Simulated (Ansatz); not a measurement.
# GeS (germanium sulfide) at RPA@PBE0/aug-cc-pVTZ

Aim: the energy change on altering one bond length of GeS (germanium sulfide) at RPA@PBE0/aug-cc-pVTZ, from 2 runs. 

Program for the calculation: Ansatz 0.2.0.

30 further runs of the same task are left out: 30 set aside as unsound or not needed.

## (1) Starting point

GeS has 2 atoms, charge 0, and is taken as a singlet. As SMILES, `[S+]#[Ge-]`. Geometry: the measured bond length.

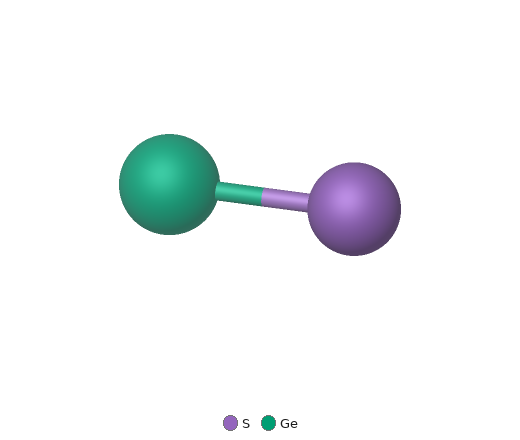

Viewed from a chosen angle; sulfur purple, germanium teal.

## (2) The energy at RPA@PBE0/aug-cc-pVTZ

File input.yaml:

```yaml
crystal:
  periodic: [false, false, false]
  atoms:
    - {symbol: S, position_ang: [0.000000, 0.000000, 0.000000]}
    - {symbol: Ge, position_ang: [0.000000, 0.000000, 2.012086]}
basis:
  gaussian:
    orbitals: aug-cc-pVTZ
hamiltonian:
  xc: pbe0
correlation:
  method: rpa
  frozen_orbitals: {Ge: 9, S: 5}
accuracy: high
```

Launch:

```
ansatz run input.yaml --threads 1 --pin off --max-ram 3480MiB --events-out events.jsonl --progress --plain --runs-dir runs
```

Log:

```text
Warning: RAYON_NUM_THREADS=1 ignored (pool sized by the plan → 1); use --threads N
Functional definition: PBE0
  name "PBE0"
  parameter a = 0.25
  parameter kappa = 0.804
  parameter beta = 0.06672455060314922
  exchange = (1 - a)*pbe_x(kappa = kappa, mu = beta*pi^2/3) + a*exact_x
  correlation = pbe_c(beta = beta)
1389 factors; integrals over basis functions are off by at most 4.7e-9 eV
mean field evaluation 1: about -67342.8166 eV, gradient 2.6e1 eV
mean field evaluation 2: about -67342.8804 eV, gradient 2.6e1 eV
mean field evaluation 4: about -67344.8179 eV, gradient 6.1e0 eV
mean field evaluation 8: about -67344.9653 eV, gradient 6.1e-1 eV
mean field evaluation 16: about -67344.9668 eV, gradient 3.0e-6 eV
mean field -67344.96678002 eV, -2474.8818811078 hartree, gradient 3.8e-8 eV, S^2 0.000000; 0 other end points of the search recorded, 0 dependent functions left out
14 core orbitals not correlated: weight in the atoms' cores, before any rotation towards them, 1.000 or more for the frozen orbitals, at most 0.000 for the correlated occupied ones
reference -67293.00412008 eV, -2472.9722885765 hartree; 10, 10 occupied and 85, 85 virtual orbitals, 1389 factors
Total energy: -67306.48243672 eV, -2473.4676075770 hartree
```

Run time: 12 s. Hardware: 1 thread of Arm Neoverse V1, shared host; peak memory 0.28 GiB.

## (3) The distorted shape

File run.yaml:

```yaml
basis:
  gaussian: {orbitals: aug-cc-pVTZ}
crystal:
  periodic: [false, false, false]
  atoms:
    - symbol: S
      position_ang: [0.000000, 0.000000, -1.006014]
    - symbol: Ge
      position_ang: [0.000000, 0.000000, 2.012086]
hamiltonian: {xc: pbe0}
correlation: {method: rpa, frozen_orbitals: {Ge: 9, S: 5}}
accuracy: high
```

Launch:

```
ansatz run run.yaml --threads 1 --pin off --max-ram 3480MiB --events-out events.jsonl --progress --plain --runs-dir runs
```

Log, cut to the lines that bear on the results:

```text
Warning: RAYON_NUM_THREADS=1 ignored (pool sized by the plan → 1); use --threads N
Functional definition: PBE0
  name "PBE0"
[...]
1393 factors; integrals over basis functions are off by at most 4.8e-9 eV
[...]
mean field -67340.66397298 eV, -2474.7237558656 hartree, gradient 3.2e-8 eV, S^2 0.000000; 0 other end points of the search recorded, 0 dependent functions left out; unrestricted orbitals would lower it
unrestricted determinant -67290.75336787 eV, -2472.8895749582 hartree, S^2 1.5026
14 core orbitals not correlated: weight in the atoms' cores, before any rotation towards them, 1.000 or more for the frozen orbitals, at most 0.000 for the correlated occupied ones
reference -67287.55150395 eV, -2472.7719086295 hartree; 10, 10 occupied and 85, 85 virtual orbitals, 1393 factors
Total energy: -67302.63461799 eV, -2473.3262028469 hartree
```

It took 17 s on 1 thread of Arm Neoverse V1, shared host; peak memory 0.35 GiB.

## (4) Summary of results

At RPA@PBE0/aug-cc-pVTZ, 14 core orbitals frozen:

| quantity | value |
| --- | --- |
| first shape: total energy | -2473.46761 Eh |
| first shape: RPA correlation energy (valence) | -495.3 mEh |
| distorted shape: total energy | -2473.32620 Eh |
| distorted shape: RPA correlation energy (valence) | -554.3 mEh |
| energy change with the S1–Ge2 bond stretched from 2.012 to 3.018 Å | 3.848 eV |

**Reading.** With the S1–Ge2 bond stretched from 2.012 to 3.018 Å the energy rises by 3.85 eV (89 kcal/mol). The first shape isn't relaxed at this level, so the change isn't measured from a minimum. A restricted reference can't describe the breaking bond well at this length. The restricted solution (distorted shape) is unstable to spin breaking: an unrestricted one lies lower.
